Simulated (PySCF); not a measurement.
**[Gd(H2O)7]3+: other functionals and bases at one geometry**

Aim: see how levels, charges and forces of [Gd(H2O)7]3+ depend on the level of theory. The structure is generated, not taken from experiment.

The runs use PySCF 2.14.0; several levels, as the steps say, no spin–orbit coupling.

1 further run of the same task is left out (for a known fault of the program).

## 1. The starting structure

22 atoms, charge 3, spin multiplicity 1.

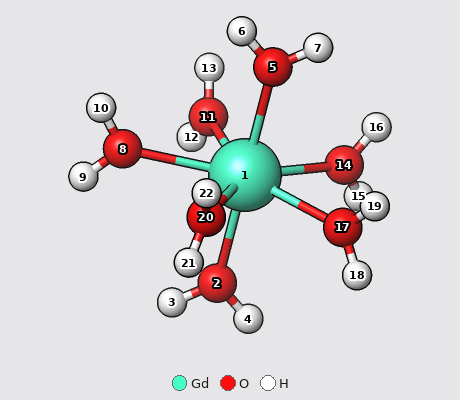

The structure; gadolinium teal, oxygen red, hydrogen white; atoms are numbered from 1 in the order of the file.

Geometry (Å):

```xyz
22

Gd    0.0002    0.0000    0.0000
O    -0.0032    0.0000    2.4148
H     0.7675    0.0000    3.0301
H    -0.7757    0.0000    3.0278
O    -0.0032    0.0000   -2.4148
H     0.7675    0.0000   -3.0301
H    -0.7757    0.0000   -3.0278
O     2.4736    0.0000    0.0000
H     3.0865    0.0000    0.7687
H     3.0865    0.0000   -0.7687
O     0.7598    2.3375    0.0000
H     0.9268    2.9211    0.7732
H     0.9268    2.9211   -0.7732
O    -1.9942    1.4532    0.0000
H    -2.4657    1.8413    0.7705
H    -2.4657    1.8413   -0.7705
O    -1.9942   -1.4532    0.0000
H    -2.4657   -1.8413    0.7705
H    -2.4657   -1.8413   -0.7705
O     0.7598   -2.3375    0.0000
H     0.9268   -2.9211    0.7732
H     0.9268   -2.9211   -0.7732
```

Formal oxidation states: Gd +3. Each metal's 7 4f electrons lie in its core potential, so multiplicities, spins and levels count the valence alone. An earlier session relaxed this geometry at PBE, Gd lcecp-1-SVP with ECP53, O def2-SVP, H def2-SVP (singlet, point group C2v). Its vibrations showed it to be a saddle point, relaxed within its symmetry.

At PBE on the finer grid: E = -569.158583 Eh, HOMO -18.81 eV, LUMO -13.82 eV, Mulliken charge on Gd1 +0.95 e, largest force component 0.005 eV/Å. 

Levels to run: TPSS; revPBE; wB97X; r2SCAN; PBE, TZVP; PBE0, SVP. Hardware: 4 threads of Arm Neoverse V2, shared host.

## 2. TPSS

run.py (the lines that set the calculation) reads:

```python
mol = gto.M(atom='''
Gd     0.00019     0.00000     0.00000
O     -0.00316     0.00000     2.41475
H      0.76753     0.00000     3.03015
H     -0.77571     0.00000     3.02783
O     -0.00316     0.00000    -2.41475
H      0.76753     0.00000    -3.03015
H     -0.77571     0.00000    -3.02783
O      2.47357     0.00000     0.00000
H      3.08654     0.00000     0.76868
H      3.08654     0.00000    -0.76868
O      0.75977     2.33754     0.00000
H      0.92682     2.92110     0.77325
H      0.92682     2.92110    -0.77325
O     -1.99417     1.45325     0.00000
H     -2.46570     1.84132     0.77050
H     -2.46570     1.84132    -0.77050
O     -1.99417    -1.45325     0.00000
H     -2.46570    -1.84132     0.77050
H     -2.46570    -1.84132    -0.77050
O      0.75977    -2.33754     0.00000
H      0.92682    -2.92110     0.77325
H      0.92682    -2.92110    -0.77325''',
    basis={'Gd': 'lcecp-1-SVP', 'O': 'def2-SVP', 'H': 'def2-SVP'},
    ecp={'Gd': 'lcecp-1-SVP'},
    charge=3, spin=0)
mf = dft.RKS(mol, xc='TPSS')
mf.grids.atom_grid = (75, 302)  # f atoms: unpruned, at least (60, 302)
mf = mf.density_fit()  # fitting sets: Gd AutoAux, O def2-universal-JKFIT, H def2-universal-JKFIT
mf.conv_tol = 1e-08; mf.max_cycle = 55
mf.kernel(dm0)  # dm0: the density of the relaxed state
```

On the command line:

```sh
> OMP_NUM_THREADS=4 python run.py
```

Log:

```text
init E= -569.757485131283
  HOMO = -0.698994689548589  LUMO = -0.496978447568639  gap/eV = 5.49714
cycle= 1 E= -569.758824637793  delta_E= -0.00134  |g|= 0.0392  |ddm|= 0.154
  HOMO = -0.69240178287981  LUMO = -0.500016116631144  gap/eV = 5.23508
cycle= 2 E= -569.75824627839  delta_E= 0.000578  |g|= 0.0687  |ddm|= 0.0761
  HOMO = -0.696285694563552  LUMO = -0.499052962432415  gap/eV = 5.36698
cycle= 3 E= -569.759135856097  delta_E= -0.00089  |g|= 0.00261  |ddm|= 0.0451
  HOMO = -0.696171671373081  LUMO = -0.498286696555428  gap/eV = 5.38472
cycle= 4 E= -569.759138016123  delta_E= -2.16e-06  |g|= 0.000732  |ddm|= 0.00459
  HOMO = -0.696137477898309  LUMO = -0.498317622066133  gap/eV = 5.38295
cycle= 5 E= -569.759138084082  delta_E= -6.8e-08  |g|= 0.000412  |ddm|= 0.000671
  HOMO = -0.696168298888457  LUMO = -0.498348484630205  gap/eV = 5.38295
cycle= 6 E= -569.759138117202  delta_E= -3.31e-08  |g|= 3.86e-05  |ddm|= 0.000319
  HOMO = -0.696168415236899  LUMO = -0.498351577329  gap/eV = 5.38287
cycle= 7 E= -569.759138117482  delta_E= -2.81e-10  |g|= 2.87e-06  |ddm|= 3.27e-05
  HOMO = -0.696168493730928  LUMO = -0.498351974821574  gap/eV = 5.38286
Extra cycle  E= -569.759138117479  delta_E= 3.64e-12  |g|= 4.14e-06  |ddm|= 5.13e-06
converged SCF energy = -569.759138117479
```

It took 33 s on 4 threads of Arm Neoverse V2, shared host.

Read off: E = -569.759138 Eh, HOMO -18.94 eV, LUMO -13.56 eV, Mulliken charge on Gd1 +1.08 e, largest force component 0.097 eV/Å. 

## 3. revPBE

run.py (the lines that set the calculation), as its differences from that of step 2:

```diff
@@ -26,3 +26,3 @@
     charge=3, spin=0)
-mf = dft.RKS(mol, xc='TPSS')
+mf = dft.RKS(mol, xc='PBE_R,PBE')
 mf.grids.atom_grid = (75, 302)  # f atoms: unpruned, at least (60, 302)
```

On the command line:

```sh
> OMP_NUM_THREADS=4 python run.py
```

Log:

```text
init E= -569.58014477368
  HOMO = -0.689428985165112  LUMO = -0.501331776615202  gap/eV = 5.11839
cycle= 1 E= -569.580707554367  delta_E= -0.000563  |g|= 0.0155  |ddm|= 0.0947
  HOMO = -0.691487728773489  LUMO = -0.505966169907069  gap/eV = 5.04830
cycle= 2 E= -569.580711009135  delta_E= -3.45e-06  |g|= 0.0168  |ddm|= 0.0324
  HOMO = -0.68980995916795  LUMO = -0.503512328298089  gap/eV = 5.06942
cycle= 3 E= -569.580771796978  delta_E= -6.08e-05  |g|= 0.00425  |ddm|= 0.0167
  HOMO = -0.690066577034097  LUMO = -0.50322237899782  gap/eV = 5.08429
cycle= 4 E= -569.580775174854  delta_E= -3.38e-06  |g|= 0.000802  |ddm|= 0.00365
  HOMO = -0.690039910946365  LUMO = -0.503332651824062  gap/eV = 5.08056
cycle= 5 E= -569.580775320085  delta_E= -1.45e-07  |g|= 6.49e-05  |ddm|= 0.00101
  HOMO = -0.690038474333946  LUMO = -0.503329575743362  gap/eV = 5.08061
cycle= 6 E= -569.580775320646  delta_E= -5.6e-10  |g|= 4.02e-05  |ddm|= 7.29e-05
  HOMO = -0.690043278915615  LUMO = -0.503329502890277  gap/eV = 5.08074
Extra cycle  E= -569.580775319906  delta_E= 7.4e-10  |g|= 7.51e-05  |ddm|= 7.23e-05
converged SCF energy = -569.580775319906
```

It took 17 s on 4 threads of Arm Neoverse V2, shared host.

Result: E = -569.580775 Eh, HOMO -18.78 eV, LUMO -13.70 eV, Mulliken charge on Gd1 +1.02 e, largest force component 0.162 eV/Å. 

## 4. wB97X

run.py (the lines that set the calculation), as its differences from that of step 3:

```diff
@@ -26,3 +26,3 @@
     charge=3, spin=0)
-mf = dft.RKS(mol, xc='PBE_R,PBE')
+mf = dft.RKS(mol, xc='WB97X')
 mf.grids.atom_grid = (75, 302)  # f atoms: unpruned, at least (60, 302)
```

On the command line:

```sh
> OMP_NUM_THREADS=4 python run.py
```

Log:

```text
init E= -569.611228561817
  HOMO = -0.859945754715156  LUMO = -0.384398372320522  gap/eV = 12.94030
cycle= 1 E= -569.61958559228  delta_E= -0.00836  |g|= 0.0363  |ddm|= 0.242
  HOMO = -0.8553448825345  LUMO = -0.392651731303511  gap/eV = 12.59052
cycle= 2 E= -569.619962851157  delta_E= -0.000377  |g|= 0.0185  |ddm|= 0.0613
  HOMO = -0.857376618421748  LUMO = -0.39128800157876  gap/eV = 12.68292
cycle= 3 E= -569.620035282085  delta_E= -7.24e-05  |g|= 0.00924  |ddm|= 0.0183
  HOMO = -0.856238160820564  LUMO = -0.390574260072834  gap/eV = 12.67136
cycle= 4 E= -569.620052867381  delta_E= -1.76e-05  |g|= 0.00103  |ddm|= 0.00724
  HOMO = -0.85626421562866  LUMO = -0.390933620260031  gap/eV = 12.66229
cycle= 5 E= -569.62005333364  delta_E= -4.66e-07  |g|= 0.000218  |ddm|= 0.00192
  HOMO = -0.856278937856872  LUMO = -0.390910061779457  gap/eV = 12.66333
cycle= 6 E= -569.620053363239  delta_E= -2.96e-08  |g|= 0.00013  |ddm|= 0.000461
  HOMO = -0.856268137792434  LUMO = -0.390902029660616  gap/eV = 12.66326
cycle= 7 E= -569.620053366929  delta_E= -3.69e-09  |g|= 2.54e-05  |ddm|= 0.000105
  HOMO = -0.856272141508804  LUMO = -0.390900650658311  gap/eV = 12.66340
Extra cycle  E= -569.620053367059  delta_E= -1.29e-10  |g|= 2.11e-05  |ddm|= 3.4e-05
converged SCF energy = -569.620053367059
```

Run time: 26 s. Hardware: 4 threads of Arm Neoverse V2, shared host.

Read off: E = -569.620053 Eh, HOMO -23.30 eV, LUMO -10.64 eV, Mulliken charge on Gd1 +1.17 e, largest force component 0.589 eV/Å. 

## 5. r2SCAN

run.py (the lines that set the calculation), as its differences from that of step 4:

```diff
@@ -26,3 +26,3 @@
     charge=3, spin=0)
-mf = dft.RKS(mol, xc='WB97X')
+mf = dft.RKS(mol, xc='R2SCAN')
 mf.grids.atom_grid = (75, 302)  # f atoms: unpruned, at least (60, 302)
```

On the command line:

```sh
> OMP_NUM_THREADS=4 python run.py
```

Log:

```text
init E= -569.472290386232
  HOMO = -0.714139302582274  LUMO = -0.49701285035643  gap/eV = 5.90831
cycle= 1 E= -569.476127306381  delta_E= -0.00384  |g|= 0.0547  |ddm|= 0.286
  HOMO = -0.703191441442628  LUMO = -0.501373540232991  gap/eV = 5.49174
cycle= 2 E= -569.475263596761  delta_E= 0.000864  |g|= 0.0882  |ddm|= 0.099
  HOMO = -0.708859706894982  LUMO = -0.499954467046226  gap/eV = 5.68460
cycle= 3 E= -569.476728858608  delta_E= -0.00147  |g|= 0.00343  |ddm|= 0.0574
  HOMO = -0.708653015198991  LUMO = -0.498838826746583  gap/eV = 5.70933
cycle= 4 E= -569.476732271454  delta_E= -3.41e-06  |g|= 0.000964  |ddm|= 0.00594
  HOMO = -0.708606460486837  LUMO = -0.498903319756767  gap/eV = 5.70631
cycle= 5 E= -569.476732401763  delta_E= -1.3e-07  |g|= 0.000555  |ddm|= 0.000941
  HOMO = -0.708640490962639  LUMO = -0.498939895900576  gap/eV = 5.70624
cycle= 6 E= -569.47673246069  delta_E= -5.89e-08  |g|= 8.27e-05  |ddm|= 0.00044
  HOMO = -0.708635136109237  LUMO = -0.498938956963365  gap/eV = 5.70612
cycle= 7 E= -569.476732461925  delta_E= -1.23e-09  |g|= 2.86e-06  |ddm|= 5.58e-05
  HOMO = -0.708634524846451  LUMO = -0.498938720842403  gap/eV = 5.70611
Extra cycle  E= -569.476732461926  delta_E= -1.36e-12  |g|= 3.76e-06  |ddm|= 3.91e-06
converged SCF energy = -569.476732461926
```

Run time: 33 s. Hardware: 4 threads of Arm Neoverse V2, shared host.

Read off: E = -569.476732 Eh, HOMO -19.28 eV, LUMO -13.58 eV, Mulliken charge on Gd1 +1.19 e, largest force component 0.374 eV/Å. 

## 6. PBE, TZVP

Basis: Gd lcecp-1-TZVP with ECP53, O def2-TZVP, H def2-TZVP. 

run.py (the lines that set the calculation), as its differences from that of step 5:

```diff
@@ -23,6 +23,6 @@
 H      0.92682    -2.92110    -0.77325''',
-    basis={'Gd': 'lcecp-1-SVP', 'O': 'def2-SVP', 'H': 'def2-SVP'},
-    ecp={'Gd': 'lcecp-1-SVP'},
+    basis={'Gd': 'lcecp-1-TZVP', 'O': 'def2-TZVP', 'H': 'def2-TZVP'},
+    ecp={'Gd': 'lcecp-1-TZVP'},
     charge=3, spin=0)
-mf = dft.RKS(mol, xc='R2SCAN')
+mf = dft.RKS(mol, xc='PBE')
 mf.grids.atom_grid = (75, 302)  # f atoms: unpruned, at least (60, 302)
@@ -30,2 +30,2 @@
 mf.conv_tol = 1e-08; mf.max_cycle = 55
-mf.kernel(dm0)  # dm0: the density of the relaxed state
+mf.kernel(dm0)  # dm0: free metal ions and neutral atoms
```

On the command line:

```sh
> OMP_NUM_THREADS=4 python run.py
```

Log:

```text
init E= -560.776132429455
  HOMO = -1.06882670321083  LUMO = -0.719491389986423  gap/eV = 9.50590
cycle= 1 E= -567.242807574618  delta_E= -6.47  |g|= 3.98  |ddm|= 3.01
  HOMO = -0.356928292084249  LUMO = -0.352763054861746  gap/eV = 0.11334
cycle= 2 E= -555.680722054808  delta_E= 11.6  |g|= 7.41  |ddm|= 10.1
  HOMO = -0.77263372633009  LUMO = -0.488894802531409  gap/eV = 7.72093
cycle= 3 E= -569.550603483027  delta_E= -13.9  |g|= 1.05  |ddm|= 9.65
  HOMO = -0.715930640253825  LUMO = -0.572205403058889  gap/eV = 3.91096
cycle= 4 E= -569.720925754639  delta_E= -0.17  |g|= 0.597  |ddm|= 1.08
  HOMO = -0.707446052313667  LUMO = -0.521879863125854  gap/eV = 5.04951
cycle= 5 E= -569.777657336902  delta_E= -0.0567  |g|= 0.225  |ddm|= 0.38
  HOMO = -0.693594903772304  LUMO = -0.503724356243582  gap/eV = 5.16664
cycle= 6 E= -569.786006468193  delta_E= -0.00835  |g|= 0.0446  |ddm|= 0.151
  HOMO = -0.696016020037718  LUMO = -0.511129284232926  gap/eV = 5.03102
cycle= 7 E= -569.786491316384  delta_E= -0.000485  |g|= 0.00364  |ddm|= 0.0428
  HOMO = -0.69598989702038  LUMO = -0.510721483085861  gap/eV = 5.04141
cycle= 8 E= -569.786492440663  delta_E= -1.12e-06  |g|= 0.00318  |ddm|= 0.00347
  HOMO = -0.695909654001062  LUMO = -0.510689733047161  gap/eV = 5.04009
cycle= 9 E= -569.786494115094  delta_E= -1.67e-06  |g|= 0.000328  |ddm|= 0.00148
  HOMO = -0.695901566896072  LUMO = -0.510714787161819  gap/eV = 5.03919
cycle= 10 E= -569.78649413567  delta_E= -2.06e-08  |g|= 3.98e-05  |ddm|= 0.000216
  HOMO = -0.6958984188775  LUMO = -0.510712558483067  gap/eV = 5.03916
cycle= 11 E= -569.786494135948  delta_E= -2.78e-10  |g|= 6.15e-06  |ddm|= 2.77e-05
  HOMO = -0.695897325641989  LUMO = -0.510712311743441  gap/eV = 5.03914
Extra cycle  E= -569.786494135938  delta_E= 1e-11  |g|= 1.04e-05  |ddm|= 9.49e-06
converged SCF energy = -569.786494135938
```

Wall time 62 s (4 threads of Arm Neoverse V2, shared host).

Read off: E = -569.786494 Eh, HOMO -18.94 eV, LUMO -13.90 eV, Mulliken charge on Gd1 +1.71 e, largest force component 0.345 eV/Å. 

## 7. PBE0, SVP

Basis: Gd def2-SVP with ECP28, O def2-SVP, H def2-SVP. The 4f electrons are now in the valence.

run.py (the lines that set the calculation), as its differences from that of step 6:

```diff
@@ -23,8 +23,8 @@
 H      0.92682    -2.92110    -0.77325''',
-    basis={'Gd': 'lcecp-1-TZVP', 'O': 'def2-TZVP', 'H': 'def2-TZVP'},
-    ecp={'Gd': 'lcecp-1-TZVP'},
-    charge=3, spin=0)
-mf = dft.RKS(mol, xc='PBE')
+    basis={'Gd': 'def2-SVP', 'O': 'def2-SVP', 'H': 'def2-SVP'},
+    ecp={'Gd': 'def2-SVP'},
+    charge=3, spin=7)
+mf = dft.UKS(mol, xc='PBE0')
 mf.grids.atom_grid = (75, 302)  # f atoms: unpruned, at least (60, 302)
-mf = mf.density_fit()  # fitting sets: Gd AutoAux, O def2-universal-JKFIT, H def2-universal-JKFIT
+mf = mf.density_fit()  # fitting sets: Gd def2-universal-JKFIT, O def2-universal-JKFIT, H def2-universal-JKFIT
 mf.conv_tol = 1e-08; mf.max_cycle = 55
```

On the command line:

```sh
> OMP_NUM_THREADS=4 python run.py
```

Log:

```text
init E= -1298.01658816758
  HOMO = -1.02315580854  LUMO = -0.942412888077  gap/eV = 2.19713
cycle= 1 E= -1297.87333471252  delta_E= 0.143  |g|= 1.52  |ddm|= 2.81
  HOMO = -0.494570479126  LUMO = -0.360093241506  gap/eV = 3.65931
cycle= 2 E= -1297.60494225162  delta_E= 0.268  |g|= 1.91  |ddm|=  2.4
  HOMO = -0.760076690683  LUMO = -0.426036502604  gap/eV = 9.08970
cycle= 3 E= -1298.80195310476  delta_E= -1.2  |g|= 0.212  |ddm|=  1.3
  HOMO = -0.76035960165  LUMO = -0.461724854094  gap/eV = 8.12627
cycle= 4 E= -1298.81374086841  delta_E= -0.0118  |g|= 0.0156  |ddm|= 0.162
  HOMO = -0.758484634421  LUMO = -0.455464577346  gap/eV = 8.24560
cycle= 5 E= -1298.8138495428  delta_E= -0.000109  |g|= 0.00909  |ddm|= 0.018
  HOMO = -0.759147050919  LUMO = -0.454462986359  gap/eV = 8.29088
cycle= 6 E= -1298.81387969916  delta_E= -3.02e-05  |g|= 0.00793  |ddm|= 0.00705
  HOMO = -0.759086602498  LUMO = -0.454825805359  gap/eV = 8.27936
cycle= 7 E= -1298.81389449553  delta_E= -1.48e-05  |g|= 0.00848  |ddm|= 0.00305
  HOMO = -0.759090980291  LUMO = -0.455943839865  gap/eV = 8.24905
cycle= 8 E= -1298.81381842188  delta_E= 7.61e-05  |g|= 0.0033  |ddm|= 0.0272
  HOMO = -0.759035189601  LUMO = -0.455517007168  gap/eV = 8.25915
cycle= 9 E= -1298.81381897098  delta_E= -5.49e-07  |g|= 0.00107  |ddm|= 0.00345
  HOMO = -0.759098998059  LUMO = -0.455458575231  gap/eV = 8.26248
cycle= 10 E= -1298.81381932022  delta_E= -3.49e-07  |g|= 0.00017  |ddm|= 0.000847
  HOMO = -0.759097850775  LUMO = -0.455510724463  gap/eV = 8.26103
cycle= 11 E= -1298.8138193239  delta_E= -3.69e-09  |g|= 2.05e-05  |ddm|= 0.000181
  HOMO = -0.759096720743  LUMO = -0.455495988083  gap/eV = 8.26140
Extra cycle  E= -1298.81381932416  delta_E= -2.58e-10  |g|= 2.66e-05  |ddm|= 3.46e-05
converged SCF energy = -1298.81381932416  <S^2> = 15.757504  2S+1 = 8.0018759
```

Run time: 1.8 min. Hardware: 4 threads of Arm Neoverse V2, shared host.

It gives: E = -1298.813819 Eh, HOMO -20.66 eV, LUMO -13.10 eV (over both spins), ⟨S²⟩ = 15.758, Mulliken charge on Gd1 +1.51 e, largest force component 0.451 eV/Å. 

## 8. All levels side by side

| level | state | HOMO (eV) | gap (eV) | charge on Gd1 (e) | dipole (D) | largest force component (eV/Å) | basis functions | time |
| --- | --- | --- | --- | --- | --- | --- | --- | --- |
| PBE (relaxed here) | singlet | -18.81 | 4.99 | 0.95 | 0.01 | 0.01 | 201 | 14 s |
| TPSS | singlet | -18.94 | 5.38 | 1.08 | 0.01 | 0.10 | 201 | 33 s |
| revPBE | singlet | -18.78 | 5.08 | 1.02 | 0.01 | 0.16 | 201 | 17 s |
| wB97X | singlet | -23.30 | 12.66 | 1.17 | 0.01 | 0.59 | 201 | 26 s |
| r2SCAN | singlet | -19.28 | 5.71 | 1.19 | 0.01 | 0.37 | 201 | 33 s |
| PBE, TZVP | singlet | -18.94 | 5.04 | 1.71 | 0.01 | 0.35 | 348 | 62 s |
| PBE0, SVP | octet | -20.66 | 7.56 | 1.51 | 0.01 | 0.45 | 246 | 1.8 min |

Times are on 4 threads of Arm Neoverse V2, shared host; the first row also made further properties. The dipole of a charged species depends on the origin, so these sizes hold for this origin alone.

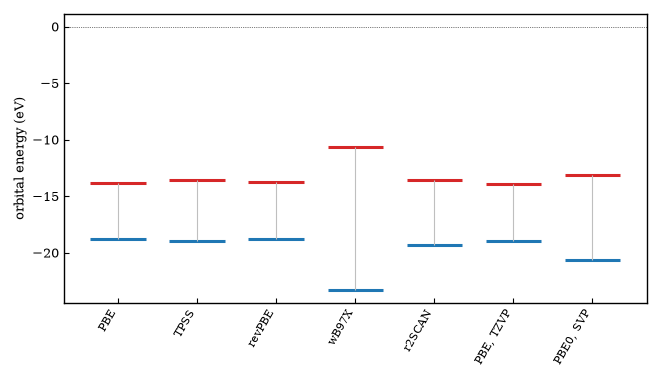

Highest filled and lowest empty level, method by method.

In one basis the HOMO–LUMO gap runs from 4.99 eV (PBE) to 12.66 eV (wB97X). The largest leftover force, 0.59 eV/Å with wB97X, stands at a geometry relaxed at another level. The Mulliken charge on Gd spans +0.95 to +1.71 e over the levels. With 4f in the core, its levels are missing from HOMO and gap, and its count is fixed, so no charge can pass from the ligands into it. Total energies of different levels can't be compared. Spin–orbit coupling is left out throughout.
